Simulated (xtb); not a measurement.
**CH₈SSi₂: geometry relaxation (part 3 of 3)**

Continued. System: CH₈SSi₂, SMILES C[SiH2][SiH2]S. Method: GFN2-xTB (xtb 6.7.1 later snapshot). 

Geometry of the input (Å):
```
C  -1.0136  1.6347  -0.1683
Si -0.2865  0.3195  0.9590
Si 1.2108  -1.1385  -0.0788
S  0.4189  -2.1058  -1.7542
H  -0.1032  2.3524  -0.5008
H  -1.6012  2.2887  0.2888
H  -1.3991  1.2174  -1.0636
H  -1.4927  -0.4865  1.5005
H  0.3159  0.9257  2.1602
H  2.3831  -0.4061  -0.8130
H  1.8279  -2.1135  0.6857
H  -0.6304  -2.6536  -1.0418
```

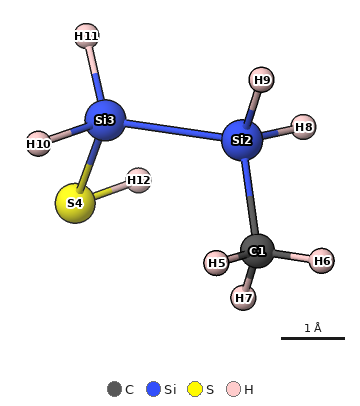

The geometry at step 4 of the log (ball-and-stick view, seen at a tilt; atoms are numbered from 1 in the order of the input).

**The program's output, continued**
```
 SCC (total)                   0 d,  0 h,  0 min,  0.005 sec
 SCC setup                      ...        0 min,  0.000 sec (  1.029%)
 Dispersion                     ...        0 min,  0.000 sec (  0.543%)
 classical contributions        ...        0 min,  0.000 sec (  0.197%)
 integral evaluation            ...        0 min,  0.001 sec ( 21.850%)
 iterations                     ...        0 min,  0.001 sec ( 33.028%)
 molecular gradient             ...        0 min,  0.002 sec ( 41.658%)
 printout                       ...        0 min,  0.000 sec (  1.443%)

         :::::::::::::::::::::::::::::::::::::::::::::::::::::
         ::                     SUMMARY                     ::
         :::::::::::::::::::::::::::::::::::::::::::::::::::::
         :: total energy             -12.931771920543 Eh    ::
         :: gradient norm              0.000244447791 Eh/a0 ::
         :: HOMO-LUMO gap              4.004974794605 eV    ::
         ::.................................................::
         :: SCC energy               -13.055869784586 Eh    ::
         :: -> isotropic ES            0.030533317849 Eh    ::
         :: -> anisotropic ES          0.000920141587 Eh    ::
         :: -> anisotropic XC          0.005131562784 Eh    ::
         :: -> dispersion             -0.008161581552 Eh    ::
         :: repulsion energy           0.124097864043 Eh    ::
         :: add. restraining           0.000000000000 Eh    ::
         :: total charge              -0.000000000000 e     ::
         :::::::::::::::::::::::::::::::::::::::::::::::::::::

           -------------------------------------------------
          |                Property Printout                |
           -------------------------------------------------

    * Orbital Energies and Occupations

         #    Occupation            Energy/Eh            Energy/eV
      -------------------------------------------------------------
         1        2.0000           -0.7758004             -21.1106
         2        2.0000           -0.7052386             -19.1905
         3        2.0000           -0.6459126             -17.5762
         4        2.0000           -0.5692324             -15.4896
         5        2.0000           -0.4845817             -13.1861
         6        2.0000           -0.4770122             -12.9802
         7        2.0000           -0.4755685             -12.9409
         8        2.0000           -0.4423581             -12.0372
         9        2.0000           -0.4370692             -11.8933
        10        2.0000           -0.4214411             -11.4680
        11        2.0000           -0.4159403             -11.3183
        12        2.0000           -0.3887979             -10.5797
        13        2.0000           -0.3676004             -10.0029 (HOMO)
        14                         -0.2204202              -5.9979 (LUMO)
        15                         -0.2159005              -5.8750
        16                         -0.1954812              -5.3193
        17                         -0.1641189              -4.4659
        18                         -0.1636940              -4.4543
        19                         -0.1539650              -4.1896
        20                         -0.1382535              -3.7621
        21                         -0.0877520              -2.3879
        22                         -0.0792275              -2.1559
        23                         -0.0459791              -1.2512
        24                         -0.0266365              -0.7248
       ...                                ...                  ...
        39                          0.8054530              21.9175
      -------------------------------------------------------------
                  HL-Gap            0.1471801 Eh            4.0050 eV
             Fermi-level           -0.2940103 Eh           -8.0004 eV

     #   Z          covCN         q      C6AA      α(0)
     1   6          3.649    -0.197    24.758     7.148
     2  14          3.648     0.382   100.490    19.221
     3  14          3.651     0.409    99.769    19.150
     4  16          1.796    -0.445   160.846    21.347
     5   1          0.925     0.028     2.610     2.526
     6   1          0.925     0.030     2.583     2.513
     7   1          0.925     0.034     2.531     2.488
     8   1          0.916    -0.096     5.428     3.644
     9   1          0.917    -0.116     6.164     3.883
    10   1          0.919    -0.087     5.118     3.538
    11   1          0.918    -0.093     5.311     3.604
    12   1          0.923     0.149     1.400     1.850

 Mol. C6AA /au·bohr⁶  :       2783.977945
 Mol. C8AA /au·bohr⁸  :     113221.365187
 Mol. α(0) /au        :         90.911956

Wiberg/Mayer (AO) data.
largest (>0.10) Wiberg bond orders for each atom

 ---------------------------------------------------------------------------
     #   Z sym  total        # sym  WBO       # sym  WBO       # sym  WBO
 ---------------------------------------------------------------------------
     1   6      3.980 --     6      0.987     5      0.987     7      0.986
                             2      0.930
     2  14      3.667 --     1      0.930     9      0.895     8      0.891
                             3      0.817
     3  14      3.664 --     4      0.942    10      0.896    11      0.891
                             2      0.817
     4  16      2.004 --    12      0.959     3      0.942
     5   1      0.999 --     1      0.987
     6   1      0.999 --     1      0.987
     7   1      0.999 --     1      0.986
     8   1      0.991 --     2      0.891
     9   1      0.987 --     2      0.895
    10   1      0.992 --     3      0.896
    11   1      0.991 --     3      0.891
    12   1      0.978 --     4      0.959
 ---------------------------------------------------------------------------

Topologies differ in total number of bonds
Writing topology from bond orders to xtbtopo.mol

molecular dipole:
                 x           y           z       tot (Debye)
 q only:       -0.078       0.449       1.064
   full:       -0.155       0.635       1.069       3.184
molecular quadrupole (traceless):
                xx          xy          yy          xz          yz          zz
 q only:        3.757       2.495      -0.603       2.033      -5.963      -3.154
  q+dip:        4.954       2.378       0.686       1.539      -8.276      -5.640
   full:        4.512       3.087       0.680       2.063      -7.634      -5.192

           -------------------------------------------------
          |                Geometry Summary                 |
           -------------------------------------------------

      molecular mass/u    :      108.3100467
   center of mass at/Å    :        0.2425805      -0.6313299      -0.2971149
  moments of inertia/u·Å² :        0.9602574E+02   0.3163057E+03   0.3672488E+03
rotational constants/cm⁻¹ :        0.1755533E+00   0.5329538E-01   0.4590248E-01

 * 11 selected distances

     #   Z          #   Z                                           value/Å
     1   6          2  14                                         1.8995835
     2  14          3  14                                         2.3191736 (max)
     3  14          4  16                                         2.1663809
     1   6          5   1                                         1.0869008
     1   6          6   1                                         1.0865195 (min)
     1   6          7   1                                         1.0869281
     2  14          8   1                                         1.4722768
     2  14          9   1                                         1.4681668
     3  14         10   1                                         1.4591878
     3  14         11   1                                         1.4643437
     4  16         12   1                                         1.3244239

 * 6 distinct bonds (by element types)

   Z      Z             #   av. dist./Å        max./Å        min./Å
   1 H    6 C           3     1.0867828     1.0869281     1.0865195
   1 H   14 Si          4     1.4659938     1.4722768     1.4591878
   6 C   14 Si          1     1.8995835     1.8995835     1.8995835
  14 Si  14 Si          1     2.3191736     2.3191736     2.3191736
   1 H   16 S           1     1.3244239     1.3244239     1.3244239
  14 Si  16 S           1     2.1663809     2.1663809     2.1663809

optimized geometry written to: xtbopt.xyz

           -------------------------------------------------
          | TOTAL ENERGY              -12.931771920543 Eh   |
          | GRADIENT NORM               0.000244447791 Eh/α |
          | HOMO-LUMO GAP               4.004974794605 eV   |
           -------------------------------------------------

------------------------------------------------------------------------
------------------------------------------------------------------------
 total:
 *  cpu-time:     0 d,  0 h,  0 min,  0.077 sec
 * ratio c/w:     1.000 speedup
 SCF:
 *  cpu-time:     0 d,  0 h,  0 min,  0.008 sec
 * ratio c/w:     1.000 speedup
 ANC optimizer:
 *  cpu-time:     0 d,  0 h,  0 min,  0.061 sec
 * ratio c/w:     1.000 speedup
```

**File xtbopt.xyz**
```
12
 energy: -12.931771920543 gnorm: 0.000244447791 xtb: 6.7.1
C           -0.92782037126564        1.65000866647642       -0.18336709392043
Si          -0.29473664371625        0.29077791934640        0.98287192680893
Si           1.25418151899750       -1.06268437106152       -0.08836929452144
S            0.35019682683276       -2.10793775493063       -1.75674040950699
H           -0.11470670235588        2.28800753230071       -0.51975496791852
H           -1.66219323908300        2.28422664563909        0.30549741523494
H           -1.39631642440319        1.22424053989997       -1.06690854869899
H           -1.45531016296422       -0.47578835120179        1.46561814067030
H            0.33145736756527        0.91429861575329        2.15531232341898
H            2.34983661890824       -0.39288679965064       -0.78129043187626
H            1.84036286806923       -2.11972711303805        0.73828310864123
H           -0.64493165658486       -2.65805552953328       -1.07763216833179
```

**Standard error**
```
normal termination of xtb
```

**Trajectory as extended XYZ (Å, eV, eV/Å), 9 frames, from step=0 to step=8**
```
12
Properties=species:S:1:pos:R:3 step=0 energy=-351.20400
C    -1.0136    1.6347   -0.1683
Si   -0.2865    0.3195    0.9590
Si    1.2108   -1.1385   -0.0788
S     0.4189   -2.1058   -1.7542
H    -0.1032    2.3524   -0.5008
H    -1.6012    2.2887    0.2888
H    -1.3991    1.2174   -1.0636
H    -1.4927   -0.4865    1.5005
H     0.3159    0.9257    2.1602
H     2.3831   -0.4061   -0.8130
H     1.8279   -2.1135    0.6857
H    -0.6304   -2.6536   -1.0418
12
Properties=species:S:1:pos:R:3 step=1 energy=-351.81216
C    -0.9637    1.6445   -0.1749
Si   -0.3029    0.2888    0.9743
Si    1.2603   -1.0576   -0.0840
S     0.3706   -2.1256   -1.7595
H    -0.1163    2.3133   -0.5148
H    -1.6380    2.3023    0.3147
H    -1.3844    1.2220   -1.0719
H    -1.4806   -0.4818    1.4924
H     0.3217    0.9204    2.1468
H     2.3878   -0.3983   -0.7942
H     1.8279   -2.1181    0.7138
H    -0.6523   -2.6755   -1.0693
12
Properties=species:S:1:pos:R:3 step=2 energy=-351.87904
C    -0.9307    1.6587   -0.1872
Si   -0.2925    0.2993    0.9805
Si    1.2459   -1.0746   -0.0994
S     0.3582   -2.1257   -1.7769
H    -0.1240    2.2910   -0.5056
H    -1.6672    2.2909    0.3156
H    -1.3867    1.2277   -1.0758
H    -1.4371   -0.4791    1.4630
H     0.3288    0.9253    2.1543
H     2.3298   -0.3982   -0.7699
H     1.8310   -2.1265    0.7360
H    -0.6255   -2.6542   -1.0610
12
Properties=species:S:1:pos:R:3 step=3 energy=-351.88911
C    -0.9297    1.6535   -0.1850
Si   -0.2956    0.2885    0.9773
Si    1.2607   -1.0551   -0.0865
S     0.3478   -2.1069   -1.7453
H    -0.1179    2.2939   -0.5172
H    -1.6616    2.2848    0.3147
H    -1.3956    1.2269   -1.0699
H    -1.4518   -0.4781    1.4651
H     0.3348    0.9152    2.1464
H     2.3586   -0.3898   -0.7788
H     1.8318   -2.1211    0.7391
H    -0.6516   -2.6775   -1.0862
12
Properties=species:S:1:pos:R:3 step=4 energy=-351.89073
C    -0.9299    1.6516   -0.1826
Si   -0.2932    0.2912    0.9822
Si    1.2491   -1.0656   -0.0882
S     0.3526   -2.1096   -1.7617
H    -0.1168    2.2939   -0.5219
H    -1.6608    2.2851    0.3122
H    -1.3969    1.2257   -1.0666
H    -1.4550   -0.4768    1.4637
H     0.3333    0.9173    2.1532
H     2.3498   -0.3965   -0.7811
H     1.8354   -2.1190    0.7410
H    -0.6377   -2.6629   -1.0767
12
Properties=species:S:1:pos:R:3 step=5 energy=-351.89135
C    -0.9294    1.6520   -0.1834
Si   -0.2945    0.2918    0.9819
Si    1.2543   -1.0640   -0.0900
S     0.3509   -2.1101   -1.7584
H    -0.1169    2.2907   -0.5197
H    -1.6620    2.2855    0.3098
H    -1.3982    1.2267   -1.0670
H    -1.4550   -0.4746    1.4651
H     0.3324    0.9155    2.1538
H     2.3523   -0.3950   -0.7796
H     1.8376   -2.1204    0.7394
H    -0.6415   -2.6636   -1.0783
12
Properties=species:S:1:pos:R:3 step=6 energy=-351.89132
C    -0.9280    1.6511   -0.1834
Si   -0.2936    0.2907    0.9811
Si    1.2529   -1.0613   -0.0867
S     0.3517   -2.1076   -1.7556
H    -0.1164    2.2896   -0.5204
H    -1.6619    2.2844    0.3078
H    -1.3981    1.2261   -1.0665
H    -1.4538   -0.4755    1.4646
H     0.3328    0.9140    2.1535
H     2.3493   -0.3950   -0.7806
H     1.8378   -2.1204    0.7386
H    -0.6427   -2.6616   -1.0791
12
Properties=species:S:1:pos:R:3 step=7 energy=-351.89143
C    -0.9277    1.6505   -0.1831
Si   -0.2943    0.2908    0.9825
Si    1.2534   -1.0624   -0.0888
S     0.3501   -2.1085   -1.7568
H    -0.1154    2.2892   -0.5210
H    -1.6616    2.2844    0.3065
H    -1.3975    1.2250   -1.0661
H    -1.4547   -0.4764    1.4648
H     0.3327    0.9144    2.1546
H     2.3506   -0.3926   -0.7795
H     1.8386   -2.1194    0.7388
H    -0.6443   -2.6606   -1.0784
12
Properties=species:S:1:pos:R:3 step=8 energy=-351.89144
C    -0.9278    1.6500   -0.1834
Si   -0.2947    0.2908    0.9829
Si    1.2542   -1.0627   -0.0884
S     0.3502   -2.1079   -1.7567
H    -0.1147    2.2880   -0.5198
H    -1.6622    2.2842    0.3055
H    -1.3963    1.2242   -1.0669
H    -1.4553   -0.4758    1.4656
H     0.3315    0.9143    2.1553
H     2.3498   -0.3929   -0.7813
H     1.8404   -2.1197    0.7383
H    -0.6449   -2.6581   -1.0776
```

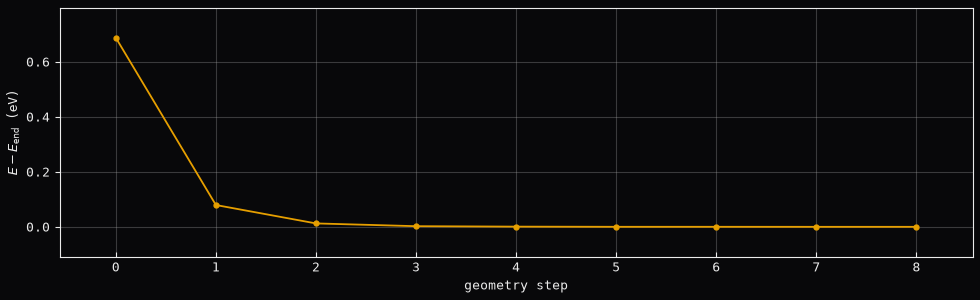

Progress of the relaxation, step by step (steps are counted from 0).

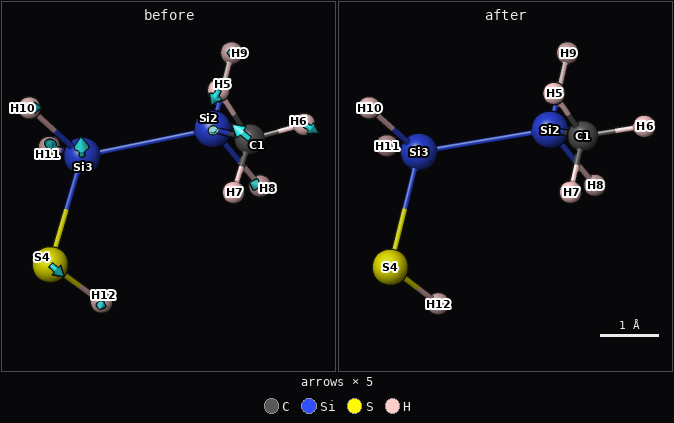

Before (left) and after (right) the relaxation, at one scale (ball-and-stick view, seen at a tilt). The teal arrows give the displacements, magnified 5 times. The largest moves after the best rigid fit, 0.088 Å, are those of C1 and Si3. By element the largest moves are C 0.088 Å, Si 0.088 Å, S 0.069 Å, H 0.068 Å. Among the contacts that change: C1–H5 1.206 → 1.087 Å, Si3–H10 1.565 → 1.459 Å, C1–H6 0.991 → 1.087 Å, Si3–H11 1.384 → 1.464 Å. Among the angles that change: H6–C1–H7 115.7° → 107.6°, H5–C1–H6 100.5° → 107.6°, Si2–C1–H5 106.9° → 111.1°. After 8 geometry steps the energy has fallen by 0.687 eV. (Atoms are counted from 1 in the order of the input.)

**Results in brief**

| quantity | value |
| --- | --- |
| outcome | converged |
| electrons treated | 26 |
| total energy | −12.931772 hartree |
| dispersion energy | −0.008162 hartree |
| basis functions | 42 |
| HOMO | −10.00 eV |
| LUMO | −6.00 eV |
| dipole moment | 3.18 D |
| hardware | 1 thread of Arm Neoverse V1, 24 GiB of memory available, shared host |
| peak memory | 0.072 GiB |

Settings chosen away from the usual ones: method = gfn2-xtb; task = optimise; x = {"opt_engine": "rf"}; opt_level = tight; partner = base.
